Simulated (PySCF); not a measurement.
C₂H₁₀NSi₂ (SMILES C[CH]N([SiH3])[SiH3]) (doublet)

Input file:

```
{"job": {"kind": "epr", "basis": "pcH-1"}, "charge": 0, "multiplicity": 2}
C      1.939003    -0.772008     0.100043
C      0.474979    -0.968664     0.186137
N     -0.438838     0.052577     0.055268
Si    -2.114182    -0.433710     0.230148
Si     0.072125     1.655806    -0.421002
H      2.432085    -1.736878    -0.004758
H      2.205381    -0.146642    -0.753676
H      2.348811    -0.285777     0.995116
H      0.096135    -1.910213     0.544011
H     -2.246105    -1.077194     1.543042
H     -2.917692     0.775083     0.125282
H     -2.446258    -1.408060    -0.816706
H     -1.115882     2.495004    -0.324476
H      1.122771     2.113738     0.492153
H      0.583252     1.654928    -1.799839
```

Command:

```sh
OMP_NUM_THREADS=1 python probes_run.py task.json out
```

Geometry: GFN2-xTB.

Theory: PySCF 2.14.0, density-fitted response routines, UKS B3LYP, pcH-1 on C H N Si, non-relativistic, mean-field spin-orbit, GIAO.

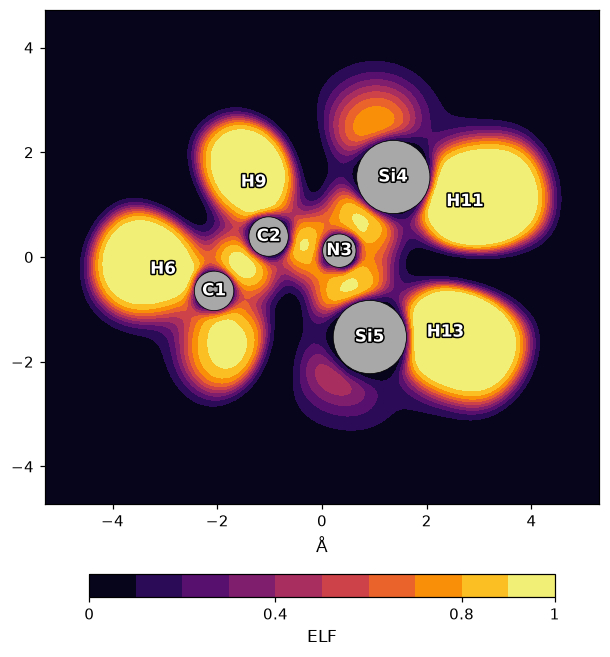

Figure 1. Electron localisation function on the plane of atoms C2, N3 and Si5. Grey discs cover the atomic cores.

Question: Describe what can be read from this map.

Answer:
- The section cuts through C, N, Si and H sites.
- C–N (1.38 Å): the ELF peaks at about 0.90 between the atoms; a covalent bond.
- C–C (1.48 Å): the ELF peaks at about 0.95 between the atoms, as expected for a covalent bond.
- Si–N (1.75 Å): the ELF peaks at about 0.90 between the atoms, as expected for a shared but strongly polarised pair.
- C–H (1.08 Å): the ELF climbs to about 1 towards the hydrogen, as it does in any bond to H; a covalent bond by its length.
- Si–H (1.46 Å): the ELF climbs to about 1 towards the hydrogen.

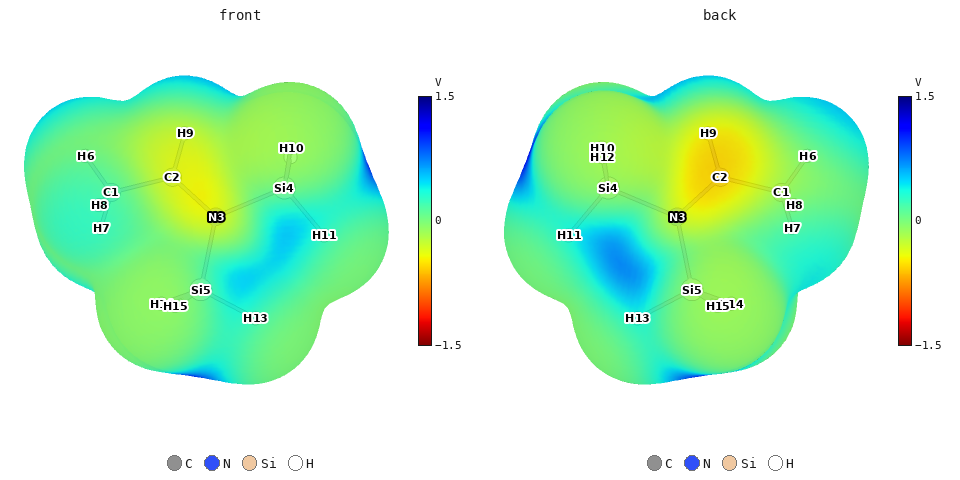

Figure 2. The molecular electrostatic potential painted on the density surface at 0.001 e/bohr³, seen from the front and from behind; red is negative and blue positive.

Question: Which sites attract a positive test charge, and which a negative one?

Answer: A positive charge is drawn to the negative regions and a negative charge to the positive ones. The most negative region (about −0.6 V) lies over the π face of C2, the most positive (about +1.0 V) over Si4 and Si5.
